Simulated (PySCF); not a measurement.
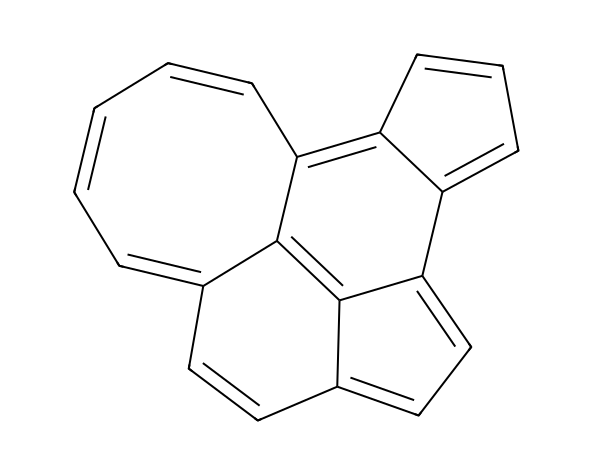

Source: calculation with PySCF.

**Write the SMILES.**

c1ccc2ccc3ccc4c5cccc5c(cc1)c2c34

**Give the formula, hydrogens included.**

C20H12.

**An optimisation with GFN2-xTB gave a structure of which point group?**

C1.
